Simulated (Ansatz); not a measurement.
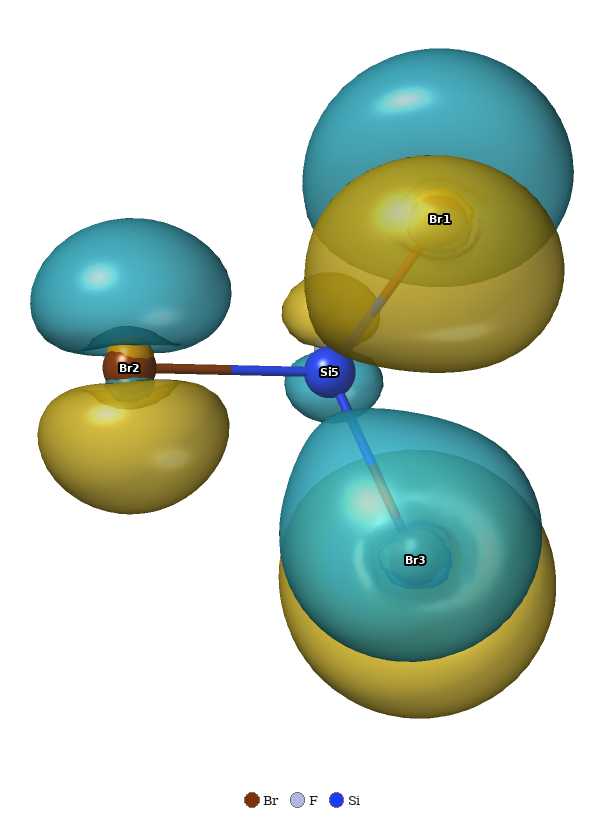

Figure 1: Br$_{3}$FSi. The HOMO−1 at ±0.06 Å⁻³ᐟ² (yellow and cyan are the two phases), seen at a tilt.

Geometry: PBE0-D4/def2-SVP.

The calculation used Ansatz 0.2.0, isolated molecule in a Gaussian basis; Kohn-Sham density functional theory, functional PBE0.

Input file:

```
basis:
  gaussian:
    orbitals: def2-TZVPD
crystal:
  periodic: [false, false, false]
  atoms:
    - symbol: Br
      position_ang: [1.756013, -1.171378, 0.539939]
    - symbol: Br
      position_ang: [-0.520886, -0.233793, -2.095811]
    - symbol: Br
      position_ang: [0.145840, 2.055316, 0.610806]
    - symbol: F
      position_ang: [-1.277056, -0.676154, 0.868533]
    - symbol: Si
      position_ang: [-0.053910, -0.047591, 0.035133]
output: {forces: true, orbitals: {seedname: orbitals}}
hamiltonian:
  xc: pbe0
```

Command:

```sh
ansatz run input.yaml --threads 2 --pin off --max-ram 6090MiB --events-out events.jsonl --progress --plain --runs-dir runs
```

Where does this orbital lie, and at what energy?

Answer. By Hirshfeld shares it lies mainly on Br1 (about 40 %), Br3 (about 40 %) and Br2 (about 10 %); largely a combination of lone pairs on Br1, Br3 and Br2. It is one of a degenerate set, so its orientation is arbitrary. Its energy is −9.11 eV.
